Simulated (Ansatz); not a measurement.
# Na on Ag(100): change of the work function, part 2 of 5

How does Na on the hollow site change the work function of Ag(100) as the layer fills?

Ansatz 0.2.0; plane-wave DFT, PBEsol, Ansatz PAW.

So far, work function, upper face (eV): step 2 (the clean slab) 4.28.

## 3. Adsorbate added, k-mesh 4×4×1, coverage 0.111 ML

System of this step: Na/Ag(100). The cell holds 37 atoms: 36 Ag and 1 Na. Its edges and angles: a = 8.676 Å, b = 8.676 Å, c = 26.556 Å, α = 90.0°, β = 90.0°, γ = 90.0°. Vacuum lies along c.

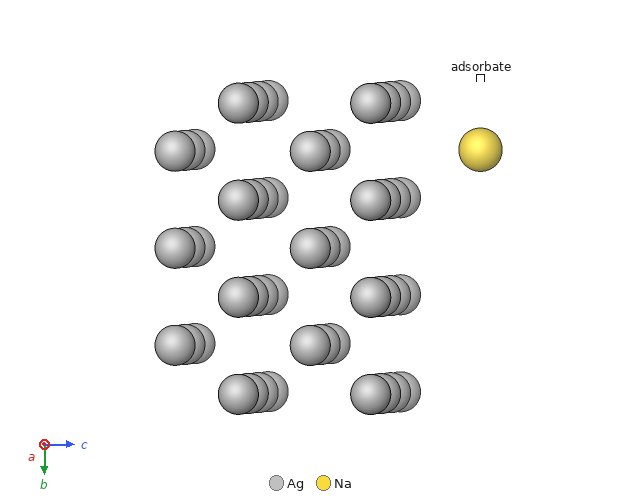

The cell of this step (silver light grey, sodium yellow). Some periodic images of atoms are drawn too.

The clean slab as it ended is repeated in the plane and the adsorbate is set on one face; the cell's size fixes the coverage, and the k-mesh shrinks with it to keep the sampling density about even. Adsorbate and upper layers relax, since the dipole depends on the height.

Contents of input.yaml:

```yaml
crystal:
  lattice:
    - [8.6762002053, 0.0, 0.0]
    - [0.0, 8.6762002053, 0.0]
    - [0.0, 0.0, 26.5558250239]
  atoms:
    - { symbol: Ag, position: [0.1666666667, 0.1666666667, 0.3389086949] }
    - { symbol: Ag, position: [0.0, 0.0, 0.4159162816] }
    - { symbol: Ag, position: [0.1666666667, 0.1666666667, 0.4914493772] }
    - { symbol: Ag, position: [0.0, 0.0, 0.5652226136] }
    - { symbol: Ag, position: [0.1666666667, 0.5, 0.3389086949] }
    - { symbol: Ag, position: [0.0, 0.3333333333, 0.4159162816] }
    - { symbol: Ag, position: [0.1666666667, 0.5, 0.4914493772] }
    - { symbol: Ag, position: [0.0, 0.3333333333, 0.5652226136] }
    - { symbol: Ag, position: [0.1666666667, 0.8333333333, 0.3389086949] }
    - { symbol: Ag, position: [0.0, 0.6666666667, 0.4159162816] }
    - { symbol: Ag, position: [0.1666666667, 0.8333333333, 0.4914493772] }
    - { symbol: Ag, position: [0.0, 0.6666666667, 0.5652226136] }
    - { symbol: Ag, position: [0.5, 0.1666666667, 0.3389086949] }
    - { symbol: Ag, position: [0.3333333333, 0.0, 0.4159162816] }
    - { symbol: Ag, position: [0.5, 0.1666666667, 0.4914493772] }
    - { symbol: Ag, position: [0.3333333333, 0.0, 0.5652226136] }
    - { symbol: Ag, position: [0.5, 0.5, 0.3389086949] }
    - { symbol: Ag, position: [0.3333333333, 0.3333333333, 0.4159162816] }
    - { symbol: Ag, position: [0.5, 0.5, 0.4914493772] }
    - { symbol: Ag, position: [0.3333333333, 0.3333333333, 0.5652226136] }
    - { symbol: Ag, position: [0.5, 0.8333333333, 0.3389086949] }
    - { symbol: Ag, position: [0.3333333333, 0.6666666667, 0.4159162816] }
    - { symbol: Ag, position: [0.5, 0.8333333333, 0.4914493772] }
    - { symbol: Ag, position: [0.3333333333, 0.6666666667, 0.5652226136] }
    - { symbol: Ag, position: [0.8333333333, 0.1666666667, 0.3389086949] }
    - { symbol: Ag, position: [0.6666666667, 0.0, 0.4159162816] }
    - { symbol: Ag, position: [0.8333333333, 0.1666666667, 0.4914493772] }
    - { symbol: Ag, position: [0.6666666667, 0.0, 0.5652226136] }
    - { symbol: Ag, position: [0.8333333333, 0.5, 0.3389086949] }
    - { symbol: Ag, position: [0.6666666667, 0.3333333333, 0.4159162816] }
    - { symbol: Ag, position: [0.8333333333, 0.5, 0.4914493772] }
    - { symbol: Ag, position: [0.6666666667, 0.3333333333, 0.5652226136] }
    - { symbol: Ag, position: [0.8333333333, 0.8333333333, 0.3389086949] }
    - { symbol: Ag, position: [0.6666666667, 0.6666666667, 0.4159162816] }
    - { symbol: Ag, position: [0.8333333333, 0.8333333333, 0.4914493772] }
    - { symbol: Ag, position: [0.6666666667, 0.6666666667, 0.5652226136] }
    - { symbol: Na, position: [0.1666666667, 0.1666666667, 0.6610913051] }
kpoints:
  mp_grid: { grid: [4, 4, 1] }
hamiltonian:
  xc: pbesol
scf:
  occupations: { method: fermi_dirac, width: 0.1 }
  convergence: { dr2_threshold: 1.0e-08 }
efield:
  axis: 3
  dipole_correction: true
  ramp_position: 0.97
  ramp_width: 0.06
relax:
  f_tol: 0.02
  max_steps: 60
  constraints:
    - { sites: [0, 1, 4, 5, 8, 9, 12, 13, 16, 17, 20, 21, 24, 25, 28, 29, 32, 33] }
output:
  bader: true
  write_potential: true
  write_density: true
  volumetric_format: npy
```

On the command line:

```bash
$ ansatz run input.yaml --threads 4 --pin off --max-ram 12288MiB --backend cpu --events-out ev --progress --plain --runs-dir out
```

Numbers of over 12 decimals in the logs are rounded to 6 here.

Output:

```text
[...]
Crystal: 37 atoms, lattice volume = 1999.028 Å³
Basis set: ecut = 420 eV, 39081 PW (Γ), exchange–correlation on 120×120×360 points (8 copies of the dense FFT grid, shifted against one another)
Bands: 416, of which v1, the nominal top of the filled ones, is band 347 counted from 1 (346 counted from 0)
Symmetry: 8 space group operations
[...]
k-points: 6 of 16
[...]
SCF iter   1: F=—  HF=-272266.925162 eV  |F-HF|=—  |Δ(HF+E_count)|=         —  Δρ=5.05e-3  dr2=5.44e-1  ethr=1.77e-3  p=0.560 e·Å  D=5.07e-2 V/Å  ΔV_dip=-1.35 eV  dr2_dipole=3.45e-2  V_vac-E_F(+/−)=3.01/4.36 eV  ⟨swp⟩=6.3  Hψ=9592  notcnv=0  defer=207
[...]
SCF iter  10: F=-272266.810317 eV  HF=-272266.810317 eV  |F-HF|=4.71e-9  |Δ(HF+E_count)|=   2.71e-8  Δρ=3.47e-7  dr2=3.10e-9  ethr=1.44e-12  p=0.702 e·Å  D=6.36e-2 V/Å  ΔV_dip=-1.69 eV  dr2_dipole=1.45e-10  V_vac-E_F(+/−)=2.72/4.40 eV  ⟨swp⟩=8.3  Hψ=14586  notcnv=0
SCF 1 converged in 10 iterations: F = -272266.810317 eV  dr2 = 3.10e-9
[...]
relax step   1: F+E_penalty+E_count = -272266.81031695 eV  Δ(F+E_penalty+E_count) = +0.000e0 eV  max|allowed force component| = 4.982e-1 eV/Å  Δτ_max = 0.0000 Å  (10 SCF iters, accepted)
[...]
SCF iter   9: F=-272266.858412 eV  HF=-272266.858412 eV  |F-HF|=1.98e-9  |Δ(HF+E_count)|=   1.10e-8  Δρ=3.13e-7  dr2=2.27e-9  ethr=1.44e-12  p=0.664 e·Å  D=6.01e-2 V/Å  ΔV_dip=-1.60 eV  dr2_dipole=4.12e-12  V_vac-E_F(+/−)=2.81/4.40 eV  ⟨swp⟩=8.2  Hψ=14403  notcnv=0
SCF 2 converged in 9 iterations: F = -272266.858412 eV  dr2 = 2.27e-9
[...]
relax step   2: F+E_penalty+E_count = -272266.85841185 eV  Δ(F+E_penalty+E_count) = -4.809e-2 eV  max|allowed force component| = 3.725e-1 eV/Å  Δτ_max = 0.1066 Å  (9 SCF iters, accepted)
SCF iter   1: F=—  HF=-272266.894344 eV  |F-HF|=—  |Δ(HF+E_count)|=         —  Δρ=4.87e-4  dr2=1.07e-2  ethr=2.32e-5  p=0.664 e·Å  D=6.01e-2 V/Å  ΔV_dip=-1.60 eV  dr2_dipole=2.72e-3  V_vac-E_F(+/−)=2.81/4.41 eV  ⟨swp⟩=5.2  Hψ=6008  notcnv=0  defer=245
[...]
SCF iter   9: F=-272266.901911 eV  HF=-272266.901911 eV  |F-HF|=5.12e-9  |Δ(HF+E_count)|=   4.66e-8  Δρ=4.07e-7  dr2=4.52e-9  ethr=1.44e-12  p=0.592 e·Å  D=5.36e-2 V/Å  ΔV_dip=-1.42 eV  dr2_dipole=3.50e-10  V_vac-E_F(+/−)=2.98/4.40 eV  ⟨swp⟩=8.5  Hψ=14462  notcnv=0
SCF 3 converged in 9 iterations: F = -272266.901911 eV  dr2 = 4.52e-9
relax step   3: F+E_penalty+E_count = -272266.90191086 eV  Δ(F+E_penalty+E_count) = -4.350e-2 eV  max|allowed force component| = 2.091e-2 eV/Å  Δτ_max = 0.1950 Å  (9 SCF iters, accepted)
SCF iter   1: F=—  HF=-272266.903814 eV  |F-HF|=—  |Δ(HF+E_count)|=         —  Δρ=2.47e-4  dr2=1.21e-3  ethr=7.08e-7  p=0.592 e·Å  D=5.36e-2 V/Å  ΔV_dip=-1.42 eV  dr2_dipole=2.61e-6  V_vac-E_F(+/−)=2.98/4.40 eV  ⟨swp⟩=4.2  Hψ=6378  notcnv=0  defer=273
[...]
SCF iter   8: F=-272266.903010 eV  HF=-272266.903010 eV  |F-HF|=2.50e-9  |Δ(HF+E_count)|=   8.85e-9  Δρ=2.02e-7  dr2=1.28e-9  ethr=1.44e-12  p=0.585 e·Å  D=5.30e-2 V/Å  ΔV_dip=-1.41 eV  dr2_dipole=2.57e-10  V_vac-E_F(+/−)=2.99/4.40 eV  ⟨swp⟩=8.2  Hψ=14103  notcnv=0
SCF 4 converged in 8 iterations: F = -272266.903010 eV  dr2 = 1.28e-9
[...]
relax step   4: F+E_penalty+E_count = -272266.90300982 eV  Δ(F+E_penalty+E_count) = -1.099e-3 eV  max|allowed force component| = 1.140e-2 eV/Å  Δτ_max = 0.0283 Å  (8 SCF iters, accepted)
NSCF: frozen V_eff on 6 k-points
the search or the solves at the SCF's close seem to have found levels that the self-consistency loop had missed (the run counts 3). By its estimate they hold under 1e-12 electrons; where the run keeps them, the occupations were computed again with them
WARN: The output density's exchange-correlation potential varies sharply where the density is thin. Do not read a vacuum level from v_tot or v_xc, or from such a field of the output density. On a cell that repeats whose density bears no net charge and no dipole along the vacuum's axis use v_es (v_loc + v_h of the components); under efield.dipole_correction with no amplitude use v_es + v_field, which holds any externa [...]
SCF converged after 8 iterations
Free energy (F): -272266.903010 eV
[...]
Internal energy: -272266.549225 eV  (E = F + TS)
E sigma→0 (E₀):  -272266.726118 eV
Entropy (-TS):   -0.353785 eV (-9.562 meV/atom)
Fermi energy:    2.827840 eV
Dipole field:    D = 0.052987 V/Å  (p = 0.585369 e·Å, saw-weighted, corrected)
Work function:   Φ+ = 2.9928 eV   Φ− = 4.3999 eV
[...]
--- Forces (eV/Å), atoms counted from 1 ---
  atom   1  Ag    -0.00000000     0.00000000     0.26793033
  atom   2  Ag    -0.01460960    -0.01460960    -0.25076498
  atom   3  Ag    -0.00000000     0.00000000     0.01139885
  atom   4  Ag    -0.00495771    -0.00495771    -0.00320315
  atom   5  Ag     0.00000000     0.00569747     0.26462323
  atom   6  Ag    -0.01460960     0.01460960    -0.25076498
  atom   7  Ag     0.00000000    -0.00156422     0.00240141
  atom   8  Ag    -0.00495771     0.00495771    -0.00320315
  atom   9  Ag     0.00000000    -0.00569747     0.26462323
  atom  10  Ag    -0.01596693     0.00000000    -0.27863519
  atom  11  Ag     0.00000000     0.00156422     0.00240141
  atom  12  Ag     0.00021048     0.00000000     0.00279188
  atom  13  Ag     0.00569747     0.00000000     0.26462323
  atom  14  Ag     0.01460960    -0.01460960    -0.25076498
  atom  15  Ag    -0.00156422     0.00000000     0.00240141
  atom  16  Ag     0.00495771    -0.00495771    -0.00320315
  atom  17  Ag    -0.00238647    -0.00238647     0.25643040
  atom  18  Ag     0.01460960     0.01460960    -0.25076498
  atom  19  Ag     0.00126123     0.00126123    -0.00022459
  atom  20  Ag     0.00495771     0.00495771    -0.00320315
  atom  21  Ag    -0.00238647     0.00238647     0.25643040
  atom  22  Ag     0.01596693     0.00000000    -0.27863519
  atom  23  Ag     0.00126123    -0.00126123    -0.00022459
  atom  24  Ag    -0.00021048     0.00000000     0.00279188
  atom  25  Ag    -0.00569747     0.00000000     0.26462323
  atom  26  Ag     0.00000000    -0.01596693    -0.27863519
  atom  27  Ag     0.00156422     0.00000000     0.00240141
  atom  28  Ag     0.00000000     0.00021048     0.00279188
  atom  29  Ag     0.00238647    -0.00238647     0.25643040
  atom  30  Ag     0.00000000     0.01596693    -0.27863519
  atom  31  Ag    -0.00126123     0.00126123    -0.00022459
  atom  32  Ag     0.00000000    -0.00021048     0.00279188
  atom  33  Ag     0.00238647     0.00238647     0.25643040
  atom  34  Ag    -0.00000000     0.00000000    -0.26058244
  atom  35  Ag    -0.00126123    -0.00126123    -0.00022459
  atom  36  Ag     0.00000000     0.00000000     0.00367043
  atom  37  Na     0.00000000     0.00000000     0.00388641
  max |Σ_I F_I| component: 2.04e-5 eV/Å
--- Band table (eV; the first three rows and the last of 6) ---
  k-point 0: bands = [... 343 lower, 2.1501, 2.3520, 2.3520, 2.4230, 2.5285, 2.8927, 2.8927, 2.9107, ... 65 higher]
  k-point 1: bands = [... 343 lower, 1.9678, 2.4494, 2.5154, 2.5429, 2.5900, 2.7182, 3.1700, 3.7878, ... 65 higher]
  k-point 2: bands = [... 343 lower, 2.3317, 2.7530, 2.9449, 2.9548, 3.0817, 3.1667, 3.1995, 3.2450, ... 65 higher]
  k-point 5: bands = [... 343 lower, 2.9056, 2.9074, 2.9099, 2.9143, 2.9143, 3.4838, 3.8002, 3.8040, ... 65 higher]
--- Relaxed structure (4 steps of the walk, 4 accepted, 0 SCFs on fresh bases) ---
  F+E_penalty+E_count = -272266.90300982 eV   max|allowed force component| = 1.140e-2 eV/Å
  atoms:
    - { symbol: Ag, position: [0.166667, 0.166667, 0.3389086949] }
    - { symbol: Ag, position: [1.6666659794015235e-11, 1.6666659794015235e-11, 0.415916] }
    - { symbol: Ag, position: [0.166667, 0.166667, 0.490718] }
    - { symbol: Ag, position: [-0.000432755, -0.000432755, 0.565198] }
    - { symbol: Ag, position: [0.166667, 0.500000, 0.3389086949] }
    - { symbol: Ag, position: [1.6666659794015235e-11, 0.333333, 0.415916] }
    - { symbol: Ag, position: [0.166667, 0.500482, 0.491064] }
    - { symbol: Ag, position: [-0.000432755, 0.333766, 0.565198] }
    - { symbol: Ag, position: [0.166667, 0.833333, 0.3389086949] }
    - { symbol: Ag, position: [1.6666659794015235e-11, 0.666667, 0.415916] }
    - { symbol: Ag, position: [0.166667, 0.832851, 0.491064] }
    - { symbol: Ag, position: [5.283157663957374e-6, 0.666667, 0.565439] }
    - { symbol: Ag, position: [0.500000, 0.166667, 0.3389086949] }
    - { symbol: Ag, position: [0.333333, 1.6666659794015235e-11, 0.415916] }
    - { symbol: Ag, position: [0.500482, 0.166667, 0.491064] }
    - { symbol: Ag, position: [0.333766, -0.000432755, 0.565198] }
    - { symbol: Ag, position: [0.500000, 0.500000, 0.3389086949] }
    - { symbol: Ag, position: [0.333333, 0.333333, 0.415916] }
    - { symbol: Ag, position: [0.499988, 0.499988, 0.491299] }
    - { symbol: Ag, position: [0.333766, 0.333766, 0.565198] }
    - { symbol: Ag, position: [0.500000, 0.833333, 0.3389086949] }
    - { symbol: Ag, position: [0.333333, 0.666667, 0.415916] }
    - { symbol: Ag, position: [0.499988, 0.833346, 0.491299] }
    - { symbol: Ag, position: [0.333328, 0.666667, 0.565439] }
    - { symbol: Ag, position: [0.833333, 0.166667, 0.3389086949] }
    - { symbol: Ag, position: [0.666667, 1.6666659794015235e-11, 0.415916] }
    - { symbol: Ag, position: [0.832851, 0.166667, 0.491064] }
    - { symbol: Ag, position: [0.666667, 5.2831576639573615e-6, 0.565439] }
    - { symbol: Ag, position: [0.833333, 0.500000, 0.3389086949] }
    - { symbol: Ag, position: [0.666667, 0.333333, 0.415916] }
    - { symbol: Ag, position: [0.833346, 0.499988, 0.491299] }
    - { symbol: Ag, position: [0.666667, 0.333328, 0.565439] }
    - { symbol: Ag, position: [0.833333, 0.833333, 0.3389086949] }
    - { symbol: Ag, position: [0.666667, 0.666667, 0.415916] }
    - { symbol: Ag, position: [0.833346, 0.833346, 0.491299] }
    - { symbol: Ag, position: [0.666667, 0.666667, 0.565225] }
    - { symbol: Na, position: [0.166667, 0.166667, 0.648671] }
--- Bader charges: 37 sites ---
  site symbol  charge [e]  shift [e]
     0     Ag     -0.0178     0.0000
     1     Ag      0.0211     0.0000
     2     Ag      0.0176     0.0000
     3     Ag     -0.1703     0.0000
     4     Ag     -0.0218     0.0000
     5     Ag      0.0211     0.0000
     6     Ag      0.0150     0.0000
     7     Ag     -0.1703     0.0000
     8     Ag     -0.0218     0.0000
     9     Ag      0.0183     0.0000
    10     Ag      0.0150     0.0000
    11     Ag     -0.0429     0.0000
    12     Ag     -0.0218     0.0000
    13     Ag      0.0211     0.0000
    14     Ag      0.0150     0.0000
    15     Ag     -0.1703     0.0000
    16     Ag     -0.0205     0.0000
    17     Ag      0.0211     0.0000
    18     Ag      0.0149     0.0000
    19     Ag     -0.1703     0.0000
    20     Ag     -0.0205     0.0000
    21     Ag      0.0183     0.0000
    22     Ag      0.0149     0.0000
    23     Ag     -0.0429     0.0000
    24     Ag     -0.0218     0.0000
    25     Ag      0.0183     0.0000
    26     Ag      0.0150     0.0000
    27     Ag     -0.0429     0.0000
    28     Ag     -0.0205     0.0000
    29     Ag      0.0183     0.0000
    30     Ag      0.0149     0.0000
    31     Ag     -0.0429     0.0000
    32     Ag     -0.0205     0.0000
    33     Ag      0.0198     0.0000
    34     Ag      0.0149     0.0000
    35     Ag     -0.0377     0.0000
    36     Na      0.7629     0.0000
  estimated error of the sums over rays = 2.3e-4 e
```

Wall time 14 min (4 threads of Arm Neoverse V1, shared host); peak memory 8.5 GiB.

Step by step:

```csv
step,energy less that of the first step (eV),largest force component (eV/Å)
1,0.0000,0.4982
2,-0.0481,0.3725
3,-0.0916,0.0209
4,-0.0927,0.0114
```

Forces are held to the 8 operations that the run works with; a distortion that breaks them can't arise in this run.

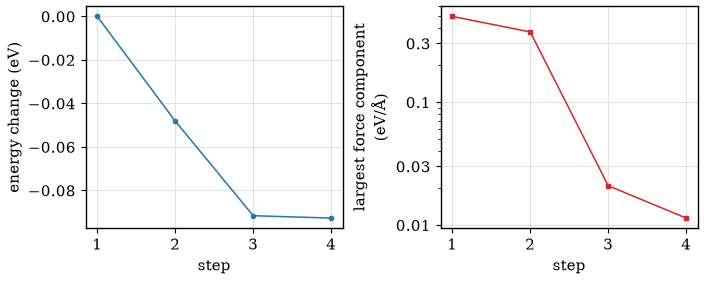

Energy and largest force along the relaxation.

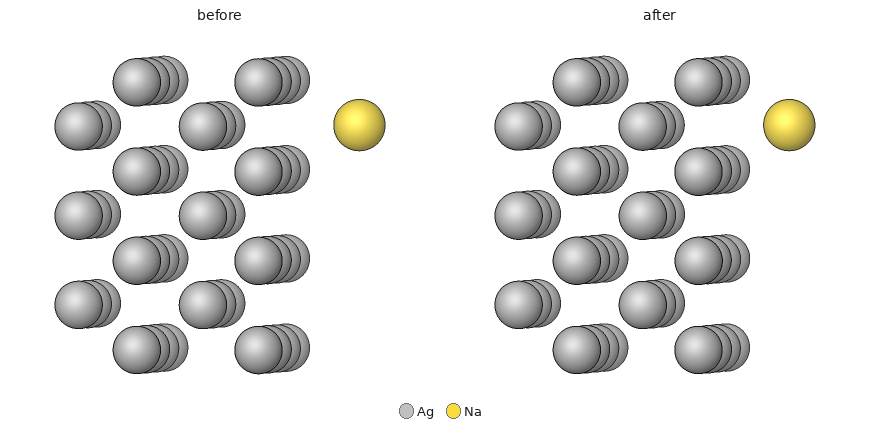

Before and after, at one scale.

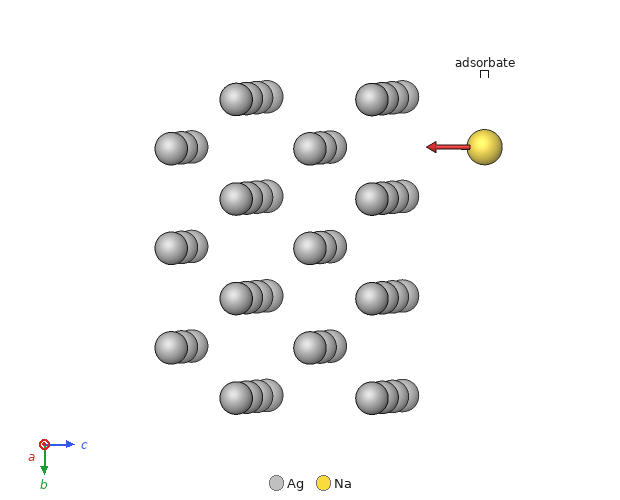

Displacements in the relaxation, exaggerated; the longest in the cell stands for 0.33 Å. Some periodic images of atoms are drawn too.

The atoms that moved most (Å):

```
atom      dx      dy      dz  length
Na37   0.000   0.000  -0.330   0.330
 Ag3   0.000   0.000  -0.019   0.019
Ag27  -0.004   0.000  -0.010   0.011
Ag11   0.000  -0.004  -0.010   0.011
 Ag7   0.000   0.004  -0.010   0.011
Ag15   0.004   0.000  -0.010   0.011
Ag32   0.000   0.000   0.006   0.006
Ag24   0.000   0.000   0.006   0.006
```

Final coordinates:

```xyz
37
Lattice="8.6762 0.0000 0.0000 0.0000 8.6762 0.0000 0.0000 0.0000 26.5558" Properties=species:S:1:pos:R:3
Ag    1.4460    1.4460    9.0000
Ag    0.0000    0.0000   11.0450
Ag    1.4460    1.4460   13.0314
Ag   -0.0038   -0.0038   15.0093
Ag    1.4460    4.3381    9.0000
Ag    0.0000    2.8921   11.0450
Ag    1.4460    4.3423   13.0406
Ag   -0.0038    2.8958   15.0093
Ag    1.4460    7.2302    9.0000
Ag    0.0000    5.7841   11.0450
Ag    1.4460    7.2260   13.0406
Ag    0.0000    5.7841   15.0157
Ag    4.3381    1.4460    9.0000
Ag    2.8921    0.0000   11.0450
Ag    4.3423    1.4460   13.0406
Ag    2.8958   -0.0038   15.0093
Ag    4.3381    4.3381    9.0000
Ag    2.8921    2.8921   11.0450
Ag    4.3380    4.3380   13.0468
Ag    2.8958    2.8958   15.0093
Ag    4.3381    7.2302    9.0000
Ag    2.8921    5.7841   11.0450
Ag    4.3380    7.2303   13.0468
Ag    2.8920    5.7841   15.0157
Ag    7.2302    1.4460    9.0000
Ag    5.7841    0.0000   11.0450
Ag    7.2260    1.4460   13.0406
Ag    5.7841    0.0000   15.0157
Ag    7.2302    4.3381    9.0000
Ag    5.7841    2.8921   11.0450
Ag    7.2303    4.3380   13.0468
Ag    5.7841    2.8920   15.0157
Ag    7.2302    7.2302    9.0000
Ag    5.7841    5.7841   11.0450
Ag    7.2303    7.2303   13.0468
Ag    5.7841    5.7841   15.0100
Na    1.4460    1.4460   17.2260
```

This step gave:

```
energy at zero smearing        : -272266.7261 eV
work function, upper face      : 2.993 eV
work function, lower face      : 4.400 eV
dipole along the normal        : 0.5854 e·Å
step between the vacuum levels : -1.407 eV
```

Running mean over 2.045 Å of the planar mean; the ramp of the sawtooth is left out. Electron's electrostatic potential energy less the Fermi level against z:

```csv
z (Å),electron's electrostatic potential energy less the Fermi level (eV)
4,4.40
6,4.35
8,-1.10
10,-5.84
12,-6.25
14,-6.41
16,-1.61
18,2.67
20,2.99
22,2.99
```

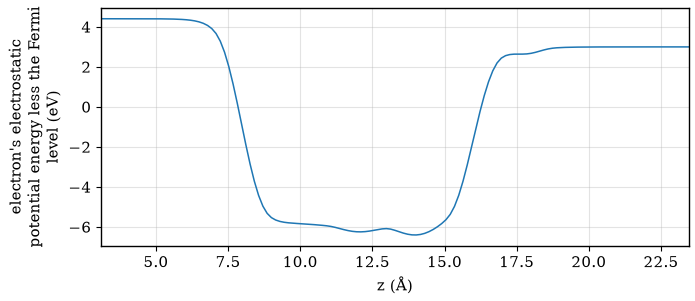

Electron's electrostatic potential energy less the Fermi level against z.

The relaxation took 4 steps and lowered the energy by 0.093 eV; the largest force on the free atoms ends at 0.011 eV/Å.

The covered face has 2.99 eV, -1.29 eV against the clean one; the bare back face has moved by +0.10 eV, a measure of how thin the slab is.

(Part 2 of 5 ends here.)

[Logs are printed without paths, hosts, clocks, repeated set-up lines and the standing remarks that a program may print on its own settings, such as how far it seeks lower states.]

[Hosts, paths, dates, database ids (printed as entryN), source tags and the programs' standing remarks are cut or masked in the printed files.]

[Maps of the electrostatic potential energy from Ansatz leave out the sawtooth potential of an applied field or a dipole correction, so their vacuum need not be flat; planar profiles and work functions include it.]
